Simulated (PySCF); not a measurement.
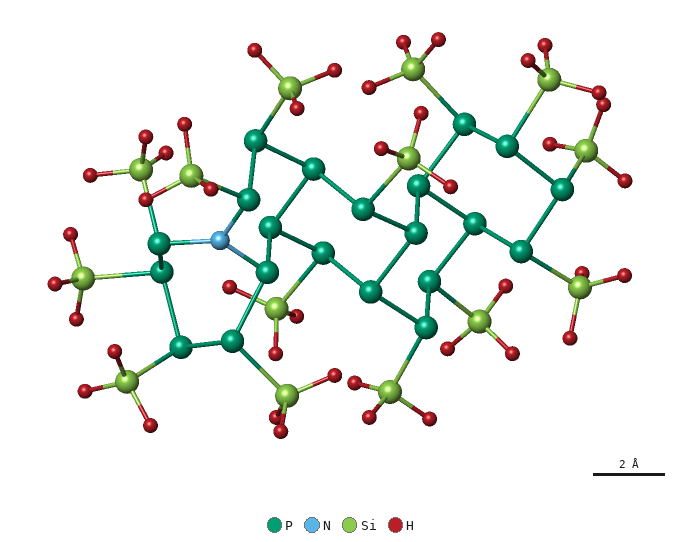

**Figure 1.** The input geometry (ball-and-stick view, seen at a tilt). Bond lengths as drawn: H–Si 1.46 to 1.47 Å, N–P 1.73 to 1.78 Å, P–P 2.18 to 2.27 Å and P–Si 2.24 to 2.28 Å.

**Excited-state calculation of Si14P21NH42**

Si14P21NH42, computed with TDDFT PBE/def2-SVP, vertical, gas phase, core orbitals frozen in the response (PySCF 2.14.0).

The geometry comes from this level: GFN2-xTB.

The input
```
{"job": {"kind": "uv", "basis": "def2-SVP", "grid": 1, "kgrid": 0, "vcut": null, "nstates": 6, "ntriplets": 2, "tda": false, "delta": ["ip_vertical"], "pop": true, "xc": "PBE"}, "charge": 0, "multiplicity": 1}
P      1.384995    -1.887516    -3.991421
N     -1.383689    -0.950352    -3.743097
P     -0.126134    -1.211306    -2.576631
P     -2.793343    -1.462402    -2.872464
P      1.539526    -0.848383     4.823328
P      1.683092    -0.714459     0.394612
P     -1.826587    -0.598544     4.899425
P     -0.121801    -0.836939     6.247085
P     -1.456327    -1.341341     0.380165
P      0.050551    -0.873422     1.891014
P      2.220426    -0.216993    -5.133822
P      0.493963     1.147364    -5.092025
P     -1.267861    -0.146251    -5.322097
P      1.599014     1.262408     4.054504
P      1.342847     1.341022    -0.371844
P     -0.083687     1.274826     2.602010
P     -1.576491     1.467932     4.199795
P     -0.187592     0.929448    -1.862937
P     -1.888374     0.669882    -0.449267
P     -3.413522     0.463975    -2.034367
P      3.336122    -0.654148     1.845730
P      3.196946     1.415398     2.557184
Si     3.141617    -2.612931    -2.806077
H      4.306258    -1.746628    -3.021178
H      3.410081    -3.925304    -3.402935
H      2.792706    -2.747502    -1.393219
Si    -4.301487    -1.862826    -4.493212
H     -5.527430    -1.080872    -4.313809
H     -4.606246    -3.281481    -4.285071
H     -3.777811    -1.669933    -5.845868
Si     3.197250    -0.832136     6.354258
H      4.301555    -1.555875     5.715099
H      2.711301    -1.573723     7.520321
H      3.627122     0.515769     6.754864
Si    -3.466074    -0.330165     6.423472
H     -3.710671     1.084819     6.734537
H     -3.102320    -1.072275     7.633325
H     -4.640920    -0.922094     5.771654
Si     0.034473     1.067213     7.483359
H      1.138390     0.764538     8.402124
H     -1.252320     1.162679     8.183500
H      0.307576     2.295344     6.731286
Si    -3.123337    -1.966363     1.754426
H     -4.091860    -2.627069     0.874194
H     -3.812320    -0.914070     2.511152
H     -2.483792    -2.946306     2.629475
Si     2.128997    -1.409149    -7.061299
H      3.012108    -2.551171    -6.808595
H      2.652977    -0.523780    -8.110660
H      0.764123    -1.850834    -7.383211
Si     0.581938     1.979378    -7.186994
H      1.992769     2.210656    -7.496475
H     -0.138019     3.252531    -7.103332
H     -0.030484     1.106211    -8.195541
Si    -2.694960     1.612739    -5.173919
H     -2.579235     2.170435    -6.528874
H     -2.376744     2.636034    -4.181660
H     -4.053609     1.087580    -5.017498
Si     3.001799     1.715061    -1.849572
H      2.390367     2.468473    -2.943484
H      3.673641     0.497243    -2.310727
H      3.953871     2.566052    -1.127999
Si    -3.445966     1.999392     3.069727
H     -3.462153     1.617118     1.656855
H     -3.469934     3.457140     3.207268
H     -4.579832     1.400339     3.785820
Si    -5.272720    -0.227521    -0.981741
H     -5.476799    -1.668596    -1.165456
H     -6.329504     0.505388    -1.684437
H     -5.256762     0.130769     0.435887
Si     5.191444    -0.546957     0.576153
H      5.123017    -1.677345    -0.352290
H      6.268264    -0.748377     1.555419
H      5.414500     0.716466    -0.130459
Si     5.021558     1.596225     3.861536
H      4.679098     2.520782     4.944887
H      6.018537     2.190595     2.964378
H      5.528551     0.334048     4.405995
```

The first line tells a small driver script what to run in PySCF; the rest is the geometry in Å.

Run as:
```bash
OMP_NUM_THREADS=8 python <driver script> task.json out
```

Log
```
start: PBE on a coarse grid of 79100 points
cycle   1  E = -11290.6950132304  dE =  2.940e+00  |g| = 5.424e-01  |ddm| = 9.866e+00
cycle   2  E = -11290.5491649146  dE =  1.458e-01  |g| = 9.250e-01  |ddm| = 2.088e+00
cycle   3  E = -11290.7262896519  dE = -1.771e-01  |g| = 4.404e-01  |ddm| = 1.789e+00
cycle   4  E = -11290.7692367956  dE = -4.295e-02  |g| = 1.806e-01  |ddm| = 9.305e-01
cycle   5  E = -11290.7795746479  dE = -1.034e-02  |g| = 6.856e-02  |ddm| = 4.500e-01
cycle   6  E = -11290.7809263578  dE = -1.352e-03  |g| = 3.011e-02  |ddm| = 1.752e-01
cycle   7  E = -11290.7811928115  dE = -2.665e-04  |g| = 1.202e-02  |ddm| = 7.411e-02
cycle   8  E = -11290.7812408969  dE = -4.809e-05  |g| = 4.617e-03  |ddm| = 2.823e-02
final grid: 303566 points
cycle   9  E = -11292.4529494542  dE = -1.340e-04  |g| = 1.434e-02  |ddm| = 1.494e-01
cycle  10  E = -11292.4525350333  dE =  4.144e-04  |g| = 3.643e-02  |ddm| = 1.016e-01
cycle  11  E = -11292.4530039544  dE = -4.689e-04  |g| = 8.487e-03  |ddm| = 8.226e-02
cycle  12  E = -11292.4530188945  dE = -1.494e-05  |g| = 2.319e-03  |ddm| = 1.774e-02
cycle  13  E = -11292.4530228396  dE = -3.945e-06  |g| = 7.910e-04  |ddm| = 5.071e-03
cycle  14  E = -11292.4530212354  dE =  1.604e-06  |g| = 2.575e-04  |ddm| = 1.852e-03
cycle  15  E = -11292.4530243774  dE = -3.142e-06  |g| = 1.391e-04  |ddm| = 6.269e-04
cycle  16  E = -11292.4530207318  dE =  3.646e-06  |g| = 4.208e-05  |ddm| = 2.819e-04
converged SCF energy = -11292.4530207318
Vertical ionisation energy (delta-SCF) = 6.0217 eV   <S^2> = 0.751

Static polarisability (au): isotropic 1008.658, principal 635.120 1055.537 1335.317

Singlet excitations
state   eV       nm        f      main configurations
  1   2.2071    561.8   0.04778   H->L 0.91
  2   2.3667    523.9   0.03357   H-1->L 0.73, H->L+1 0.21
  3   2.4692    502.1   0.06799   H->L+1 0.74, H-1->L 0.16
  4   2.4969    496.6   0.00064   H->L+2 0.98
  5   2.5442    487.3   0.00270   H-2->L 0.93
  6   2.6366    470.2   0.05655   H-1->L+1 0.83

Triplet excitations (Tamm-Dancoff, eV): 2.0559 2.2331
```

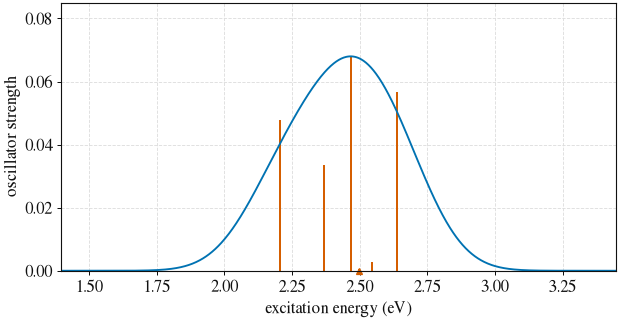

**Figure 2.** Computed excitations as sticks (degenerate states added up, dark ones marked on the axis), with a Gaussian envelope of 0.35 eV full width at half maximum, scaled to the tallest. Of the 6 states the lowest lies at 2.21 eV (f = 0.048); the strongest line is at 2.47 eV, or 502 nm (f = 0.068).

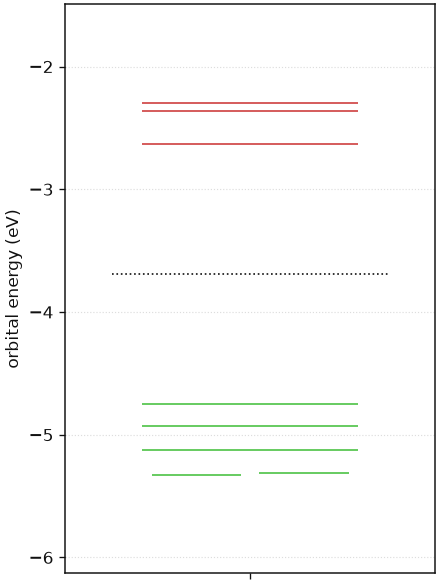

**Figure 3.** Orbital energies near the frontier; the dotted line parts filled from empty levels, and levels within 0.02 eV of each other stand side by side. Highest filled −4.75 eV, lowest empty −2.63 eV, 2.12 eV apart.

Results in brief

| quantity | value |
| --- | --- |
| outcome | converged |
| total energy | −11292.453021 hartree |
| HOMO | −4.75 eV |
| LUMO | −2.63 eV |
| dipole moment | 0.55 D |
| mean polarisability | 1008.66 a.u. |
| vertical ionisation energy | 6.02 eV |
| lowest singlet excitation | 2.21 eV |
| hardware | 8 CPU threads, shared host |
| wall time | 2.8 min (CPU time 14 min) |
| peak memory | 5.3 GiB |
